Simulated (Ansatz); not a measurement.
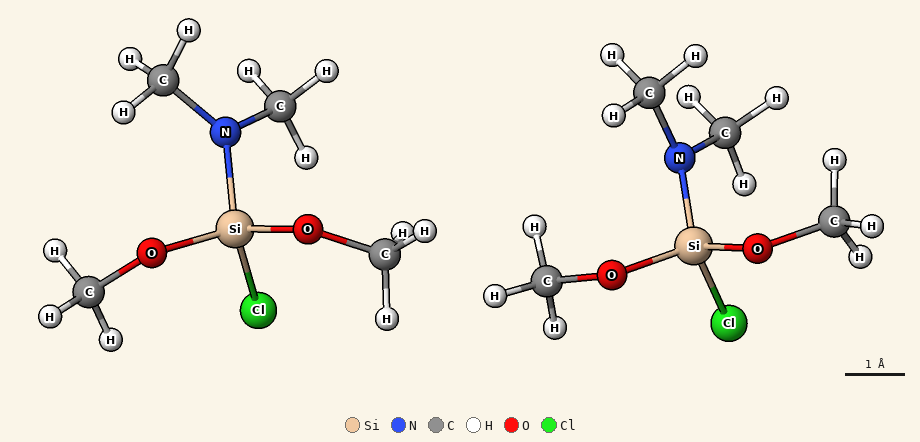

Two geometries of C4H12ClNO2Si, drawn at one scale. One is the start of a relaxation, the other its converged end. Style: ball-and-stick. Shown at a tilt.

Method: Ansatz 0.2.0, RKS PBE0-D4/STO-3G. Set-up: no spin polarisation; force threshold 0.02 eV/Å; at most 40 steps.

Q: Which one is relaxed?

A: The right one is the relaxed one. The run prepares the start of a later molecular dynamics calculation, from a guessed geometry. After 16 geometry steps the energy has fallen by 67.6 kJ/mol. Largest force component: 3.6 eV/Å at the start, 0.016 eV/Å at the end. An H atom moves most after the best rigid fit: 1.55 Å. By element the largest moves are H 1.55 Å, C 0.60 Å, N 0.45 Å, O 0.43 Å, Si 0.30 Å, Cl 0.29 Å. Some distances before and after: N–Si 1.820 → 1.728 Å, C–O 1.420 → 1.453 Å, O–Si 1.679 → 1.690 Å, Cl–Si 2.128 → 2.119 Å. Among the angles between lasting bonds that change: Si–O–C 125.0° → 112.4°, O–Si–O 109.5° → 100.7°, N–Si–O 109.5° → 117.5°. Groups turn about O–Si by about 40°, O–Si by about 30°, C–O by about 20°. Cost: 58 s on 1 thread of AMD EPYC 9R45 96-Core Processor (Zen 5) (shared host), peak memory 0.23 GiB.

Limits of the set-up: STO-3G is a minimal basis, so the numbers are rough.
